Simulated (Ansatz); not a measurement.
CH₅Al···PH₃

Input

```
crystal:
  periodic: [false, false, false]
  atoms:
    - { symbol: Al, position_ang: [0.050149, -0.142964, -0.057575] }
    - { symbol: H, position_ang: [-0.108484, -0.38429, 1.491074] }
    - { symbol: C, position_ang: [1.806524, -0.110158, -0.894147] }
    - { symbol: H, position_ang: [2.111555, -1.135534, -1.182826] }
    - { symbol: H, position_ang: [1.812776, 0.496142, -1.817505] }
    - { symbol: H, position_ang: [2.588793, 0.274341, -0.215573] }
    - { symbol: H, position_ang: [-1.299924, 0.062481, -0.906335] }
    - { symbol: P, position_ang: [0.028097, 2.897971, 1.615945] }
    - { symbol: H, position_ang: [1.456881, 2.734827, 1.573224] }
    - { symbol: H, position_ang: [-0.068943, 2.940573, 0.177921] }
    - { symbol: H, position_ang: [-0.176824, 1.475912, 1.673197] }
basis:
  gaussian: { orbitals: "6-31G*" }
hamiltonian:
  xc: lda
relax:
  f_tol: 0.03
  max_steps: 50
output:
  orbitals: {}
```

Run with:

```sh
ansatz run input.yaml --threads 2 --pin off --max-ram 3072MiB --backend cpu --events-out ev --progress --plain --runs-dir out
```

The fields are those of the run's last geometry, not of the input's.

Level of theory: Ansatz 0.2.0, RKS LDA/6-31G*.

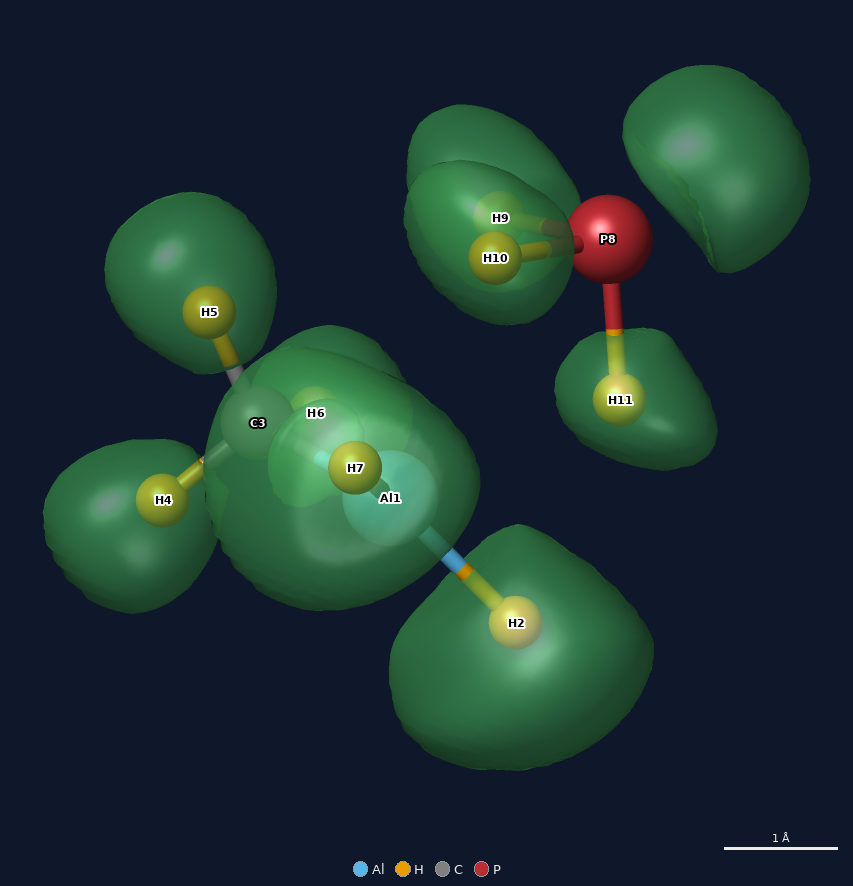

Figure 1. Isosurface of the electron localisation function at 0.9 (green), seen at an oblique angle. Core shells and regions of very low density are left out.

**Identify the bonds, lone pairs and shells in this picture.**

At this value the surface marks out one region between bonded Al–C atoms (shared pairs), eight regions around hydrogen nuclei and one lobe on P, pointing away from the bonds (lone pairs).


Al1···H11 (2.26 Å): the ELF climbs to about 1 towards the hydrogen. C–Al (1.95 Å): the ELF peaks at about 0.95 between the atoms; a polar covalent bond.

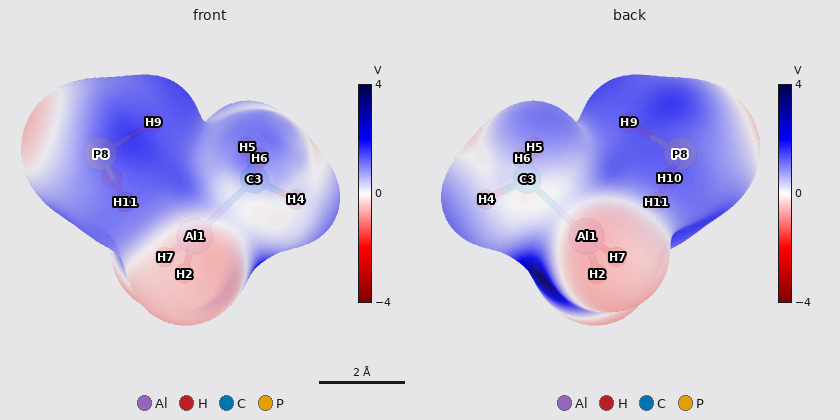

Figure 2. The electrostatic potential painted on the density surface at 0.004 e/bohr³, seen from the front and from behind; red is negative and blue positive.

**Describe the electrostatic potential map.**

The most negative region (about −0.6 V) lies over H2 and H7, the most positive (about +3.5 V) over Al1.

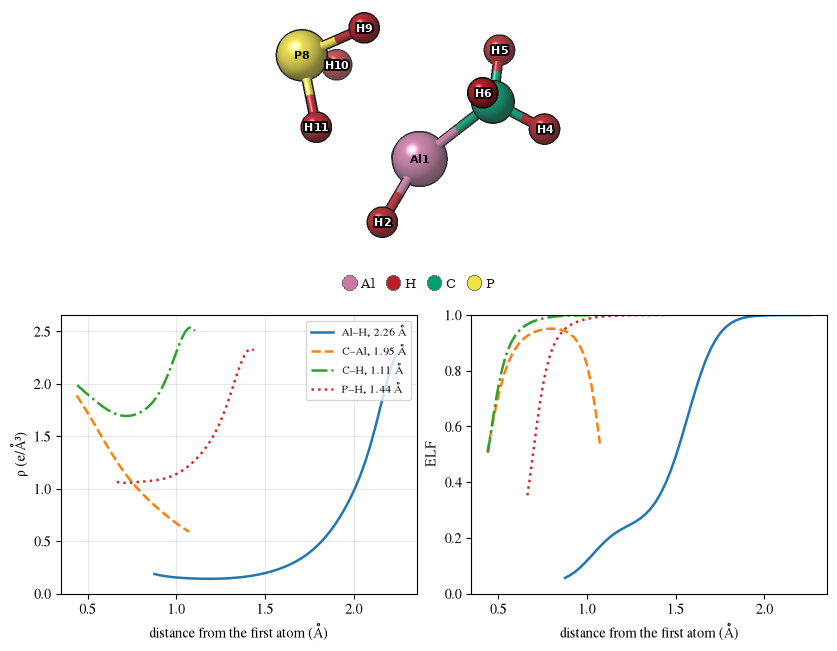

Figure 3. Electron density and ELF along straight lines between neighbouring atoms. The curves leave out the atomic cores. The structure is drawn too.

**Compare the contacts.**

Al1···H11 (2.26 Å): the density falls to about 0.14 e/Å³ on the way; the ELF climbs to about 1 towards the hydrogen.
C–Al (1.95 Å): ρ is about 0.7 e/Å³ halfway; the ELF peaks at about 0.95 between the atoms: a shared but strongly polarised pair.
C–H (1.11 Å): the density is about 1.8 e/Å³ at the midpoint; the ELF climbs to about 1 towards the hydrogen (a covalent bond by its length).
P–H (1.44 Å): the density is about 1.1 e/Å³ at the midpoint; the ELF climbs to about 1 towards the hydrogen.

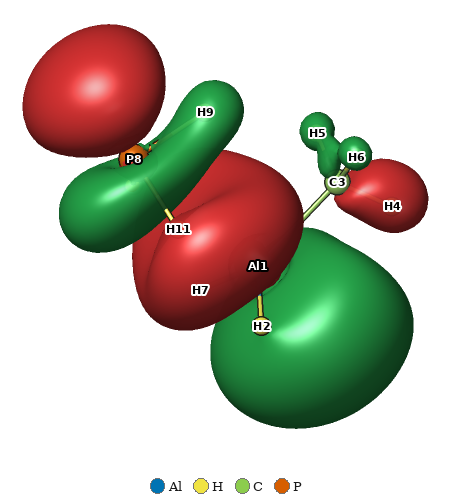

Figure 4. One frontier orbital at ±0.06 Å⁻³ᐟ² (green and red are the two phases), seen at a tilt.

**Which orbital is it: HOMO or LUMO?**

The LUMO, at −1.51 eV. By Hirshfeld shares it lies mainly on Al1 (about 50 %) and P8 (about 25 %).
